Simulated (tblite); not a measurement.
**Run report: C4H7ClSi, geometry relaxation (part 3 of 3)**

Continued. System: C4H7ClSi, SMILES C[SiH2]C#CCCl. Method: GFN2-xTB geometry optimisation, gas phase (tblite 0.8.0). It belongs to a series of runs on one base structure; here: constitutional isomer.

Geometry of the input (Å):
```
C  -1.8294  -1.7340  0.3903
Si -1.5062  0.0003  0.9515
C  0.1969  0.5956  0.4247
C  1.2739  0.9775  0.0580
C  2.5968  1.4201  -0.3579
Cl 3.3736  0.1175  -1.2852
H  -2.8274  -2.0625  0.7120
H  -1.0945  -2.4273  0.7988
H  -1.7989  -1.8046  -0.6993
H  -1.5976  0.0522  2.4469
H  -2.5468  0.9039  0.4204
H  3.2318  1.6616  0.4905
H  2.5234  2.3003  -1.0042
```

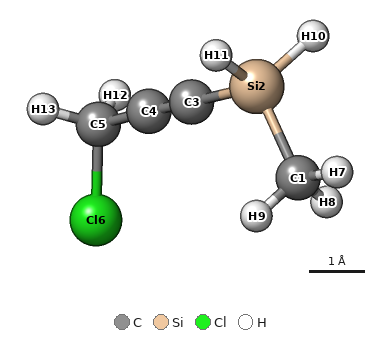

*The geometry at step 44 of the log (ball-and-stick view, seen at a tilt; atoms are numbered from 1 in the order of the input).*

Trajectory as extended XYZ, continued
```
13
Properties=species:S:1:pos:R:3:forces:R:3 step=35 energy=-499.01933
C    -1.8063   -1.7339    0.3767    0.0010   0.0070   0.0040
Si   -1.5243    0.0391    0.9888    0.0100   0.0110  -0.0040
C     0.1561    0.5853    0.4300   -0.0080   0.0020   0.0050
C     1.2442    0.9701    0.0819   -0.0030   0.0120   0.0050
C     2.5491    1.4002   -0.3497   -0.0140  -0.0010   0.0080
Cl    3.3677    0.0954   -1.2924   -0.0040  -0.0100  -0.0030
H    -2.7829   -2.1007    0.6794   -0.0160  -0.0050   0.0020
H    -1.0604   -2.4142    0.7775    0.0150  -0.0020   0.0040
H    -1.7537   -1.7911   -0.7068    0.0040   0.0030  -0.0110
H    -1.5522    0.1022    2.4555    0.0030  -0.0090   0.0000
H    -2.5110    0.9597    0.4098    0.0010  -0.0060  -0.0050
H     3.1915    1.6212    0.5046    0.0010   0.0020  -0.0100
H     2.4778    2.2672   -1.0090    0.0080  -0.0040   0.0040
13
Properties=species:S:1:pos:R:3:forces:R:3 step=36 energy=-499.01938
C    -1.8050   -1.7327    0.3765    0.0000   0.0010   0.0030
Si   -1.5249    0.0403    0.9896    0.0040   0.0040  -0.0050
C     0.1553    0.5870    0.4313   -0.0070   0.0000   0.0040
C     1.2436    0.9698    0.0819   -0.0070   0.0150   0.0100
C     2.5485    1.3993   -0.3499   -0.0120  -0.0020   0.0050
Cl    3.3662    0.0942   -1.2920    0.0000  -0.0170  -0.0090
H    -2.7810   -2.1020    0.6783   -0.0140   0.0010   0.0020
H    -1.0585   -2.4125    0.7774    0.0150   0.0000   0.0010
H    -1.7516   -1.7892   -0.7072    0.0040   0.0030  -0.0070
H    -1.5534    0.1016    2.4562    0.0030  -0.0060   0.0010
H    -2.5126    0.9594    0.4099    0.0020  -0.0050  -0.0040
H     3.1915    1.6194    0.5042    0.0000   0.0070  -0.0090
H     2.4773    2.2658   -1.0097    0.0100  -0.0010   0.0060
13
Properties=species:S:1:pos:R:3:forces:R:3 step=37 energy=-499.01942
C    -1.8034   -1.7316    0.3762   -0.0010  -0.0070   0.0000
Si   -1.5255    0.0416    0.9903   -0.0050  -0.0060  -0.0040
C     0.1544    0.5889    0.4328   -0.0040   0.0000   0.0010
C     1.2429    0.9697    0.0820   -0.0090   0.0160   0.0140
C     2.5478    1.3983   -0.3499   -0.0040  -0.0040   0.0000
Cl    3.3648    0.0925   -1.2919    0.0000  -0.0200  -0.0110
H    -2.7792   -2.1033    0.6771   -0.0070   0.0080   0.0000
H    -1.0561   -2.4107    0.7773    0.0120   0.0040  -0.0020
H    -1.7493   -1.7872   -0.7076    0.0050   0.0020   0.0010
H    -1.5548    0.1009    2.4570    0.0030  -0.0040   0.0020
H    -2.5143    0.9591    0.4101    0.0030  -0.0030  -0.0030
H     3.1915    1.6177    0.5036   -0.0010   0.0110  -0.0060
H     2.4770    2.2643   -1.0103    0.0100   0.0020   0.0070
13
Properties=species:S:1:pos:R:3:forces:R:3 step=38 energy=-499.01948
C    -1.8019   -1.7305    0.3760   -0.0020  -0.0130  -0.0030
Si   -1.5263    0.0429    0.9910   -0.0130  -0.0160  -0.0010
C     0.1532    0.5910    0.4343   -0.0010   0.0000  -0.0010
C     1.2420    0.9700    0.0824   -0.0100   0.0150   0.0150
C     2.5469    1.3971   -0.3500    0.0050  -0.0060  -0.0060
Cl    3.3633    0.0904   -1.2920   -0.0040  -0.0180  -0.0080
H    -2.7774   -2.1044    0.6758    0.0020   0.0130  -0.0020
H    -1.0534   -2.4087    0.7771    0.0060   0.0090  -0.0060
H    -1.7469   -1.7850   -0.7081    0.0040   0.0010   0.0090
H    -1.5562    0.1000    2.4578    0.0020  -0.0010   0.0010
H    -2.5160    0.9587    0.4101    0.0020   0.0000  -0.0020
H     3.1914    1.6162    0.5028   -0.0010   0.0120  -0.0020
H     2.4769    2.2628   -1.0108    0.0100   0.0040   0.0060
13
Properties=species:S:1:pos:R:3:forces:R:3 step=39 energy=-499.01955
C    -1.8001   -1.7294    0.3757   -0.0010  -0.0160  -0.0050
Si   -1.5273    0.0441    0.9918   -0.0190  -0.0230   0.0040
C     0.1517    0.5936    0.4363    0.0020   0.0000  -0.0030
C     1.2407    0.9709    0.0833   -0.0070   0.0110   0.0130
C     2.5459    1.3956   -0.3502    0.0140  -0.0060  -0.0110
Cl    3.3612    0.0874   -1.2922   -0.0120  -0.0120  -0.0030
H    -2.7754   -2.1055    0.6743    0.0120   0.0160  -0.0040
H    -1.0501   -2.4062    0.7768   -0.0020   0.0100  -0.0090
H    -1.7439   -1.7824   -0.7086    0.0030  -0.0020   0.0140
H    -1.5577    0.0987    2.4588    0.0010   0.0020  -0.0010
H    -2.5180    0.9581    0.4100    0.0010   0.0030   0.0000
H     3.1914    1.6145    0.5018    0.0000   0.0110   0.0020
H     2.4771    2.2610   -1.0113    0.0080   0.0050   0.0030
13
Properties=species:S:1:pos:R:3:forces:R:3 step=40 energy=-499.01963
C    -1.7981   -1.7284    0.3753    0.0010  -0.0130  -0.0060
Si   -1.5288    0.0450    0.9927   -0.0170  -0.0210   0.0080
C     0.1500    0.5965    0.4385    0.0030   0.0000  -0.0050
C     1.2392    0.9724    0.0845   -0.0010   0.0060   0.0080
C     2.5449    1.3939   -0.3505    0.0170  -0.0040  -0.0110
Cl    3.3583    0.0837   -1.2924   -0.0200  -0.0040   0.0040
H    -2.7731   -2.1066    0.6727    0.0160   0.0140  -0.0040
H    -1.0463   -2.4032    0.7765   -0.0070   0.0060  -0.0100
H    -1.7405   -1.7796   -0.7089    0.0010  -0.0060   0.0120
H    -1.5590    0.0971    2.4598   -0.0010   0.0060  -0.0020
H    -2.5200    0.9574    0.4095    0.0000   0.0050   0.0020
H     3.1916    1.6129    0.5006    0.0010   0.0070   0.0040
H     2.4775    2.2593   -1.0118    0.0060   0.0040  -0.0020
13
Properties=species:S:1:pos:R:3:forces:R:3 step=41 energy=-499.01969
C    -1.7968   -1.7278    0.3750    0.0040  -0.0050  -0.0060
Si   -1.5301    0.0452    0.9934   -0.0070  -0.0100   0.0070
C     0.1488    0.5984    0.4400    0.0020  -0.0010  -0.0050
C     1.2381    0.9737    0.0857    0.0040   0.0010   0.0030
C     2.5444    1.3928   -0.3508    0.0110   0.0000  -0.0050
Cl    3.3556    0.0807   -1.2924   -0.0240   0.0000   0.0080
H    -2.7714   -2.1072    0.6714    0.0130   0.0080  -0.0020
H    -1.0437   -2.4009    0.7761   -0.0060  -0.0020  -0.0070
H    -1.7381   -1.7775   -0.7089    0.0000  -0.0100   0.0030
H    -1.5597    0.0959    2.4605   -0.0040   0.0080  -0.0020
H    -2.5213    0.9569    0.4090    0.0000   0.0050   0.0050
H     3.1917    1.6121    0.4998    0.0020   0.0030   0.0040
H     2.4781    2.2581   -1.0122    0.0050   0.0020  -0.0050
13
Properties=species:S:1:pos:R:3:forces:R:3 step=42 energy=-499.01972
C    -1.7961   -1.7276    0.3748    0.0060   0.0020  -0.0040
Si   -1.5310    0.0451    0.9938    0.0040   0.0020   0.0030
C     0.1482    0.5992    0.4406    0.0010  -0.0010  -0.0040
C     1.2376    0.9745    0.0863    0.0050  -0.0010   0.0010
C     2.5444    1.3922   -0.3510    0.0020   0.0050   0.0020
Cl    3.3536    0.0792   -1.2922   -0.0220  -0.0010   0.0070
H    -2.7703   -2.1075    0.6707    0.0060   0.0020   0.0000
H    -1.0424   -2.3997    0.7758   -0.0020  -0.0090  -0.0040
H    -1.7369   -1.7767   -0.7089    0.0000  -0.0110  -0.0060
H    -1.5600    0.0955    2.4608   -0.0050   0.0080   0.0000
H    -2.5218    0.9568    0.4087    0.0000   0.0030   0.0080
H     3.1918    1.6117    0.4995    0.0020   0.0010   0.0020
H     2.4785    2.2577   -1.0124    0.0040   0.0000  -0.0060
13
Properties=species:S:1:pos:R:3:forces:R:3 step=43 energy=-499.01976
C    -1.7954   -1.7274    0.3745    0.0070   0.0070  -0.0020
Si   -1.5316    0.0451    0.9942    0.0130   0.0110  -0.0020
C     0.1478    0.5997    0.4410    0.0000  -0.0010  -0.0030
C     1.2373    0.9750    0.0868    0.0050  -0.0010   0.0000
C     2.5444    1.3919   -0.3512   -0.0070   0.0080   0.0080
Cl    3.3516    0.0779   -1.2919   -0.0180  -0.0040   0.0050
H    -2.7693   -2.1077    0.6701   -0.0010  -0.0020   0.0020
H    -1.0415   -2.3989    0.7754    0.0020  -0.0140  -0.0010
H    -1.7359   -1.7761   -0.7090    0.0000  -0.0110  -0.0120
H    -1.5604    0.0954    2.4611   -0.0060   0.0080   0.0020
H    -2.5223    0.9569    0.4088    0.0000   0.0020   0.0090
H     3.1919    1.6115    0.4993    0.0030  -0.0010   0.0010
H     2.4788    2.2573   -1.0127    0.0040  -0.0010  -0.0050
13
Properties=species:S:1:pos:R:3:forces:R:3 step=44 energy=-499.01981
C    -1.7939   -1.7269    0.3740    0.0070   0.0100   0.0000
Si   -1.5324    0.0453    0.9950    0.0220   0.0190  -0.0100
C     0.1470    0.6009    0.4417   -0.0010  -0.0010  -0.0010
C     1.2367    0.9759    0.0878    0.0030   0.0020  -0.0020
C     2.5442    1.3913   -0.3513   -0.0170   0.0120   0.0150
Cl    3.3477    0.0754   -1.2914   -0.0110  -0.0100   0.0010
H    -2.7673   -2.1080    0.6690   -0.0090  -0.0070   0.0040
H    -1.0395   -2.3976    0.7748    0.0060  -0.0180   0.0020
H    -1.7339   -1.7753   -0.7094    0.0000  -0.0090  -0.0180
H    -1.5614    0.0954    2.4617   -0.0070   0.0070   0.0040
H    -2.5233    0.9570    0.4091    0.0010   0.0000   0.0110
H     3.1922    1.6108    0.4990    0.0040  -0.0020  -0.0020
H     2.4795    2.2564   -1.0134    0.0020  -0.0020  -0.0030
13
Properties=species:S:1:pos:R:3:forces:R:3 step=45 energy=-499.01991
C    -1.7907   -1.7257    0.3728    0.0050   0.0100   0.0010
Si   -1.5338    0.0462    0.9963    0.0290   0.0230  -0.0180
C     0.1453    0.6037    0.4432   -0.0010   0.0000   0.0020
C     1.2356    0.9775    0.0896   -0.0010   0.0070  -0.0030
C     2.5435    1.3902   -0.3513   -0.0250   0.0140   0.0200
Cl    3.3403    0.0705   -1.2905   -0.0010  -0.0150  -0.0040
H    -2.7635   -2.1087    0.6670   -0.0150  -0.0110   0.0050
H    -1.0355   -2.3955    0.7735    0.0090  -0.0190   0.0050
H    -1.7299   -1.7738   -0.7104    0.0000  -0.0050  -0.0200
H    -1.5638    0.0953    2.4630   -0.0070   0.0070   0.0040
H    -2.5254    0.9570    0.4101    0.0020  -0.0020   0.0120
H     3.1927    1.6094    0.4981    0.0050  -0.0050  -0.0040
H     2.4808    2.2545   -1.0148   -0.0020  -0.0030   0.0000
13
Properties=species:S:1:pos:R:3:forces:R:3 step=46 energy=-499.02003
C    -1.7861   -1.7240    0.3712    0.0020   0.0050   0.0020
Si   -1.5353    0.0479    0.9980    0.0260   0.0170  -0.0210
C     0.1430    0.6081    0.4457    0.0010   0.0010   0.0040
C     1.2339    0.9800    0.0921   -0.0040   0.0150  -0.0040
C     2.5421    1.3887   -0.3512   -0.0230   0.0110   0.0170
Cl    3.3303    0.0632   -1.2894    0.0080  -0.0160  -0.0050
H    -2.7582   -2.1097    0.6642   -0.0140  -0.0120   0.0040
H    -1.0298   -2.3926    0.7717    0.0080  -0.0150   0.0070
H    -1.7242   -1.7717   -0.7122    0.0000   0.0010  -0.0150
H    -1.5675    0.0950    2.4648   -0.0060   0.0060   0.0000
H    -2.5286    0.9567    0.4116    0.0030  -0.0020   0.0130
H     3.1936    1.6072    0.4968    0.0060  -0.0070  -0.0050
H     2.4826    2.2517   -1.0168   -0.0070  -0.0030   0.0040
13
Properties=species:S:1:pos:R:3:forces:R:3 step=47 energy=-499.02011
C    -1.7825   -1.7227    0.3699    0.0000  -0.0030   0.0010
Si   -1.5360    0.0495    0.9989    0.0140   0.0030  -0.0150
C     0.1412    0.6119    0.4479    0.0040   0.0020   0.0050
C     1.2324    0.9823    0.0940   -0.0060   0.0190  -0.0040
C     2.5408    1.3877   -0.3509   -0.0100   0.0040   0.0070
Cl    3.3229    0.0574   -1.2887    0.0090  -0.0110  -0.0010
H    -2.7543   -2.1105    0.6621   -0.0060  -0.0090   0.0010
H    -1.0252   -2.3908    0.7704    0.0030  -0.0070   0.0050
H    -1.7199   -1.7701   -0.7137   -0.0010   0.0060  -0.0040
H    -1.5707    0.0947    2.4661   -0.0040   0.0060  -0.0060
H    -2.5312    0.9564    0.4130    0.0020   0.0000   0.0120
H     3.1943    1.6053    0.4956    0.0060  -0.0080  -0.0040
H     2.4838    2.2493   -1.0182   -0.0110  -0.0020   0.0050
13
Properties=species:S:1:pos:R:3:forces:R:3 step=48 energy=-499.02015
C    -1.7812   -1.7223    0.3694   -0.0020  -0.0070   0.0000
Si   -1.5359    0.0502    0.9990    0.0020  -0.0070  -0.0070
C     0.1407    0.6136    0.4488    0.0050   0.0020   0.0040
C     1.2318    0.9836    0.0946   -0.0040   0.0180  -0.0030
C     2.5401    1.3874   -0.3506    0.0030  -0.0010  -0.0020
Cl    3.3204    0.0551   -1.2885    0.0050  -0.0050   0.0040
H    -2.7530   -2.1108    0.6615    0.0010  -0.0050  -0.0010
H    -1.0236   -2.3904    0.7700   -0.0020  -0.0010   0.0020
H    -1.7184   -1.7696   -0.7144   -0.0010   0.0070   0.0030
H    -1.5720    0.0946    2.4664   -0.0020   0.0060  -0.0100
H    -2.5322    0.9562    0.4138    0.0020   0.0010   0.0090
H     3.1948    1.6044    0.4951    0.0060  -0.0080  -0.0020
H     2.4841    2.2484   -1.0187   -0.0110   0.0010   0.0030
13
Properties=species:S:1:pos:R:3:forces:R:3 step=49 energy=-499.02018
C    -1.7807   -1.7223    0.3693   -0.0020  -0.0080  -0.0010
Si   -1.5357    0.0504    0.9987   -0.0070  -0.0120   0.0010
C     0.1406    0.6145    0.4493    0.0040   0.0020   0.0030
C     1.2315    0.9846    0.0948   -0.0020   0.0130  -0.0020
C     2.5398    1.3873   -0.3505    0.0110  -0.0040  -0.0080
Cl    3.3195    0.0541   -1.2883    0.0010   0.0000   0.0070
H    -2.7526   -2.1110    0.6613    0.0050  -0.0030  -0.0030
H    -1.0230   -2.3904    0.7699   -0.0040   0.0020   0.0000
H    -1.7179   -1.7694   -0.7147   -0.0010   0.0050   0.0070
H    -1.5726    0.0947    2.4663   -0.0010   0.0060  -0.0120
H    -2.5325    0.9561    0.4144    0.0010   0.0030   0.0070
H     3.1952    1.6039    0.4947    0.0050  -0.0060  -0.0010
H     2.4840    2.2481   -1.0188   -0.0090   0.0030   0.0010
13
Properties=species:S:1:pos:R:3:forces:R:3 step=50 energy=-499.02021
C    -1.7801   -1.7223    0.3690   -0.0020  -0.0070   0.0000
Si   -1.5355    0.0504    0.9985   -0.0110  -0.0120   0.0060
C     0.1405    0.6153    0.4499    0.0020   0.0020   0.0020
C     1.2311    0.9860    0.0950    0.0000   0.0060   0.0000
C     2.5396    1.3872   -0.3504    0.0130  -0.0050  -0.0100
Cl    3.3184    0.0527   -1.2880   -0.0030   0.0050   0.0080
H    -2.7520   -2.1115    0.6609    0.0060  -0.0020  -0.0030
H    -1.0223   -2.3904    0.7698   -0.0050   0.0030  -0.0020
H    -1.7172   -1.7688   -0.7149   -0.0010   0.0030   0.0070
H    -1.5733    0.0951    2.4660    0.0000   0.0040  -0.0100
H    -2.5328    0.9561    0.4152    0.0000   0.0030   0.0040
H     3.1956    1.6031    0.4944    0.0040  -0.0040   0.0000
H     2.4836    2.2477   -1.0189   -0.0030   0.0040  -0.0010
13
Properties=species:S:1:pos:R:3:forces:R:3 step=51 energy=-499.02023
C    -1.7792   -1.7224    0.3687   -0.0020  -0.0040   0.0000
Si   -1.5358    0.0503    0.9985   -0.0090  -0.0070   0.0060
C     0.1403    0.6161    0.4506    0.0000   0.0020   0.0010
C     1.2305    0.9875    0.0953    0.0020  -0.0010   0.0020
C     2.5395    1.3869   -0.3505    0.0090  -0.0030  -0.0080
Cl    3.3165    0.0510   -1.2874   -0.0030   0.0050   0.0060
H    -2.7509   -2.1122    0.6602    0.0030  -0.0020  -0.0030
H    -1.0212   -2.3900    0.7696   -0.0030   0.0010  -0.0020
H    -1.7161   -1.7680   -0.7152    0.0000   0.0000   0.0050
H    -1.5741    0.0956    2.4657    0.0010   0.0030  -0.0050
H    -2.5333    0.9563    0.4161   -0.0010   0.0030   0.0010
H     3.1962    1.6022    0.4940    0.0020  -0.0020  -0.0010
H     2.4833    2.2473   -1.0191    0.0020   0.0040  -0.0020
13
Properties=species:S:1:pos:R:3:forces:R:3 step=52 energy=-499.02024
C    -1.7786   -1.7223    0.3685   -0.0010  -0.0010   0.0010
Si   -1.5362    0.0503    0.9987   -0.0040  -0.0010   0.0020
C     0.1400    0.6167    0.4511   -0.0010   0.0020   0.0010
C     1.2301    0.9883    0.0956    0.0020  -0.0030   0.0030
C     2.5395    1.3866   -0.3507    0.0020   0.0000  -0.0030
Cl    3.3148    0.0498   -1.2869   -0.0010   0.0030   0.0030
H    -2.7499   -2.1127    0.6596   -0.0010  -0.0040  -0.0020
H    -1.0203   -2.3895    0.7693    0.0000  -0.0010  -0.0020
H    -1.7151   -1.7674   -0.7153    0.0000   0.0000   0.0010
H    -1.5747    0.0959    2.4656    0.0010   0.0020  -0.0010
H    -2.5338    0.9564    0.4166   -0.0010   0.0020   0.0000
H     3.1965    1.6015    0.4937    0.0010  -0.0010  -0.0030
H     2.4833    2.2469   -1.0194    0.0050   0.0030  -0.0020
```

Results in brief

```json
{"quantity": "outcome", "value": "converged"}
{"quantity": "total energy", "value": "−499.0202 eV"}
{"quantity": "hardware", "value": "1 CPU thread, shared host"}
{"quantity": "wall time", "value": "1 s"}
{"quantity": "peak memory", "value": "0.18 GiB"}
```
